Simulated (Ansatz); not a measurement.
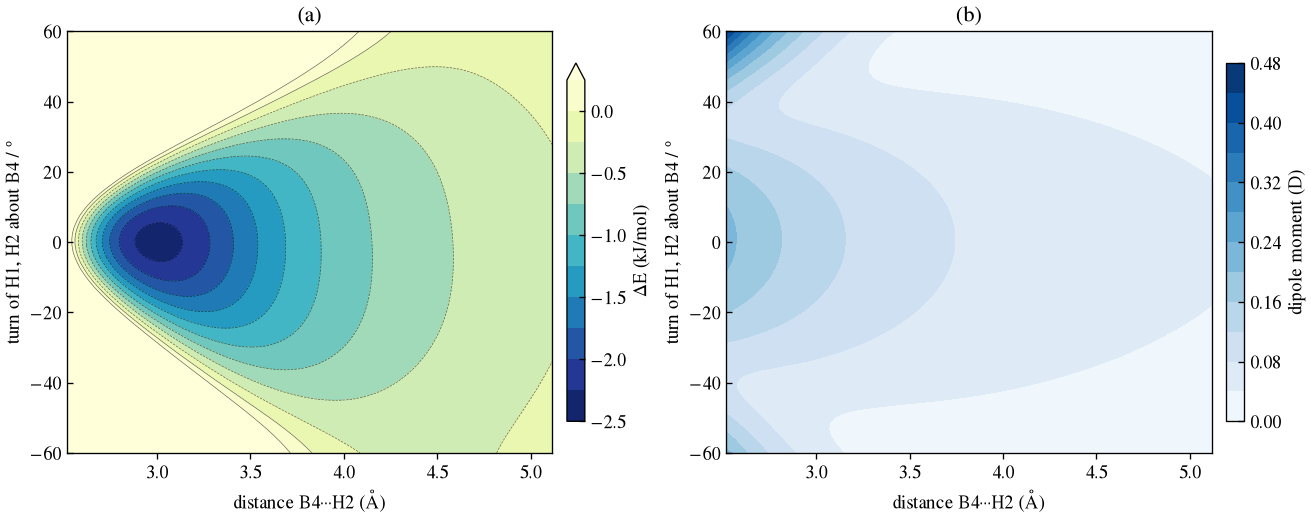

The pair H₂···BF₃. The turn is about an axis along (−0.95, 0.26, 0.20) in the frame of the relaxed pair, normal to the line between the partners. First axis: distance B4···H2. Second axis: turn of H1, H2 about B4. The grid has 15 × 15 points. All energies are given in kJ/mol relative to the two partners far apart, frozen as in the relaxed pair, each in its own basis (no counterpoise correction). Theory: Ansatz 0.2.0, RHF/def2-SVPD.

Panel (a) is the energy and panel (b) the computed dipole moment on the same grid.

The picture shows filled contours, one colour for all values above the top of the scale. Between grid points the surface is interpolated.

### How does the dipole moment vary over the map, and what is it at the lowest grid point?

Leaving out the highest fifth of the energies, it runs from 0.01 D at distance B4···H2 = 3.918 Å, turn of H1, H2 about B4 = 60.0° to 0.21 D at distance B4···H2 = 2.517 Å, turn of H1, H2 about B4 = 0.0°. At the lowest grid point, distance B4···H2 = 2.967 Å, turn of H1, H2 about B4 = 0.0°, it is 0.14 D.

| turn of H1, H2 about B4 ↓, distance B4···H2 → | 2.517 | 2.582 | 2.688 | 2.818 | 2.967 | 3.132 | 3.311 | 3.503 | 3.705 | 3.918 | 4.141 | 4.372 | 4.613 | 4.861 | 5.117 |
| --- | --- | --- | --- | --- | --- | --- | --- | --- | --- | --- | --- | --- | --- | --- | --- |
| 60.0 | 0.45 | 0.38 | 0.29 | 0.21 | 0.14 | 0.09 | 0.06 | 0.03 | 0.02 | 0.01 | 0.02 | 0.02 | 0.02 | 0.02 | 0.02 |
| 51.4 | 0.28 | 0.24 | 0.18 | 0.13 | 0.09 | 0.06 | 0.04 | 0.03 | 0.02 | 0.02 | 0.02 | 0.02 | 0.03 | 0.03 | 0.03 |
| 42.9 | 0.16 | 0.14 | 0.11 | 0.08 | 0.06 | 0.05 | 0.05 | 0.04 | 0.04 | 0.04 | 0.04 | 0.03 | 0.03 | 0.03 | 0.03 |
| 34.3 | 0.11 | 0.10 | 0.09 | 0.08 | 0.08 | 0.07 | 0.06 | 0.06 | 0.05 | 0.05 | 0.04 | 0.04 | 0.04 | 0.04 | 0.03 |
| 25.7 | 0.14 | 0.13 | 0.12 | 0.11 | 0.10 | 0.09 | 0.08 | 0.07 | 0.07 | 0.06 | 0.05 | 0.05 | 0.04 | 0.04 | 0.04 |
| 17.1 | 0.18 | 0.17 | 0.15 | 0.14 | 0.12 | 0.11 | 0.10 | 0.08 | 0.08 | 0.07 | 0.06 | 0.05 | 0.05 | 0.04 | 0.04 |
| 8.6 | 0.20 | 0.19 | 0.17 | 0.15 | 0.14 | 0.12 | 0.10 | 0.09 | 0.08 | 0.07 | 0.06 | 0.06 | 0.05 | 0.05 | 0.04 |
| 0.0 | 0.21 | 0.20 | 0.18 | 0.16 | 0.14 | 0.12 | 0.11 | 0.09 | 0.08 | 0.07 | 0.06 | 0.06 | 0.05 | 0.05 | 0.04 |
| −8.6 | 0.20 | 0.19 | 0.17 | 0.15 | 0.13 | 0.12 | 0.10 | 0.09 | 0.08 | 0.07 | 0.06 | 0.06 | 0.05 | 0.05 | 0.04 |
| −17.1 | 0.17 | 0.16 | 0.15 | 0.14 | 0.12 | 0.11 | 0.10 | 0.08 | 0.07 | 0.07 | 0.06 | 0.05 | 0.05 | 0.04 | 0.04 |
| −25.7 | 0.13 | 0.13 | 0.12 | 0.11 | 0.10 | 0.09 | 0.08 | 0.07 | 0.07 | 0.06 | 0.05 | 0.05 | 0.04 | 0.04 | 0.04 |
| −34.3 | 0.09 | 0.09 | 0.09 | 0.08 | 0.08 | 0.07 | 0.07 | 0.06 | 0.06 | 0.05 | 0.05 | 0.04 | 0.04 | 0.04 | 0.03 |
| −42.9 | 0.09 | 0.08 | 0.07 | 0.06 | 0.06 | 0.05 | 0.05 | 0.05 | 0.04 | 0.04 | 0.04 | 0.04 | 0.03 | 0.03 | 0.03 |
| −51.4 | 0.14 | 0.12 | 0.09 | 0.07 | 0.05 | 0.04 | 0.03 | 0.03 | 0.03 | 0.03 | 0.03 | 0.03 | 0.03 | 0.03 | 0.03 |
| −60.0 | 0.21 | 0.18 | 0.14 | 0.10 | 0.06 | 0.04 | 0.03 | 0.02 | 0.02 | 0.02 | 0.02 | 0.02 | 0.02 | 0.02 | 0.02 |
